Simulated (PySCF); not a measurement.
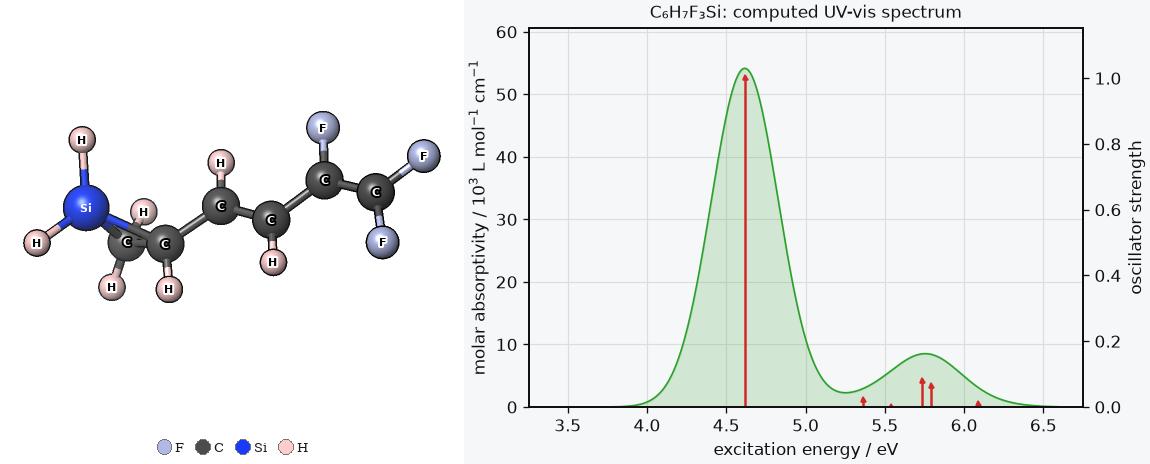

Computed absorption of C₆H₇F₃Si, SMILES FC(F)=C(F)/C=C/[C@@H]1C[SiH2]1. Vertical TDDFT excitations, PBE0/def2-SVPD (IEF-PCM benzene) in PySCF, at a PBE0-D3(BJ)/def2-SVP geometry (no frequency check). The lowest 6 singlet states are shown; each is broadened by a Gaussian of 1/e half-width 0.30 eV. Sticks give oscillator strengths (right axis).

> Which of the computed transitions is the brightest, and what character does the calculation give it?

S1 at 4.62 eV (269 nm), f = 1.003, mainly HOMO → LUMO (95 %).

> Where is the maximum of the broadened curve, and how high is it?

At about 4.6 eV (268 nm), with ε near 54000 L mol⁻¹ cm⁻¹.

> List the transitions behind the spectrum.

```tsv
state	E (eV)	λ (nm)	f	main character
S1	4.62	269	1.003	HOMO → LUMO (95 %)
S2	5.36	231	0.024	HOMO → LUMO+1 (83 %)
S3	5.54	224	0.004	HOMO → LUMO+2 (80 %)
S4	5.74	216	0.083	HOMO−1 → LUMO (67 %)
S5	5.79	214	0.067	HOMO → LUMO+3 (67 %)
S6	6.09	204	0.012	HOMO → LUMO+4 (62 %)
```

Caveats: states above the negative HOMO energy depend on the basis; one conformer of a flexible molecule; core orbitals are frozen in the response.
